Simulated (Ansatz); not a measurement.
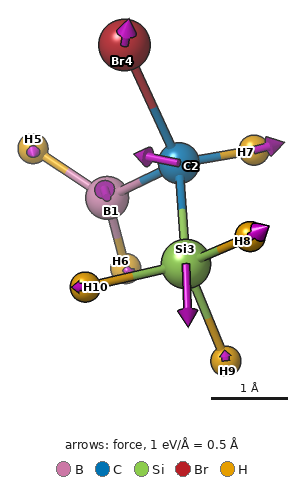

Starting geometry of CH$_{6}$BBrSi (coarse preliminary run) with the computed forces as purple arrows. A ball-and-stick model, seen from a free direction.

The start comes from a force field.

These are results of RKS PBE-D4/def2-SVP in Ansatz, not measurements.

Input
```yaml
crystal:
  periodic: [false, false, false]
  atoms:
    - {symbol: B, position_ang: [-0.652100, 1.275700, -0.442900]}
    - {symbol: C, position_ang: [-0.616900, -0.262300, -0.314400]}
    - {symbol: Si, position_ang: [0.853900, -0.716600, 0.687600]}
    - {symbol: Br, position_ang: [-0.403400, -1.069000, -2.065000]}
    - {symbol: H, position_ang: [-0.666700, 1.829500, -1.535000]}
    - {symbol: H, position_ang: [-0.818200, 2.008900, 0.508500]}
    - {symbol: H, position_ang: [-1.499400, -0.630600, 0.198000]}
    - {symbol: H, position_ang: [0.994200, -2.163500, 0.830200]}
    - {symbol: H, position_ang: [0.786200, -0.093300, 2.078600]}
    - {symbol: H, position_ang: [2.105500, -0.230000, 0.057300]}
basis:
  gaussian: {orbitals: def2-SVP}
hamiltonian: {xc: pbe, dispersion: d4}
relax: {f_tol: 0.03, max_steps: 200}
```

Command:
```bash
ansatz run in.yaml --threads 4 --pin off --events-out ev --progress --plain --max-ram 10444MiB
```

What follows when this structure is relaxed?

It isn't relaxed: the largest force vector, on Si3, is 1.78 eV/Å. The final displacements have little in common with the starting forces (cosine between the two patterns 0.27). After 7 geometry steps the energy has fallen by 25.2 kJ/mol. Largest force component: 1.3 eV/Å at the start, 0.022 eV/Å at the end. The atom that moves furthest after the best rigid fit is H5 (0.46 Å). By element the largest moves are H 0.46 Å, Br 0.22 Å, C 0.08 Å, Si 0.08 Å, B 0.04 Å. Among the contacts that change: C2–Si3 1.837 → 1.936 Å, Si3–H8 1.461 → 1.500 Å, C2–Br4 1.939 → 1.974 Å, C2–H7 1.085 → 1.109 Å. Among the angles between lasting bonds that change: B1–C2–Br4 110.0° → 117.2°, C2–B1–H6 122.7° → 117.4°, H5–B1–H6 115.1° → 120.2°. Groups turn about B1–C2 by about 20°. Cost: 11 s on 4 threads of Arm Neoverse V1, with other jobs on the host.
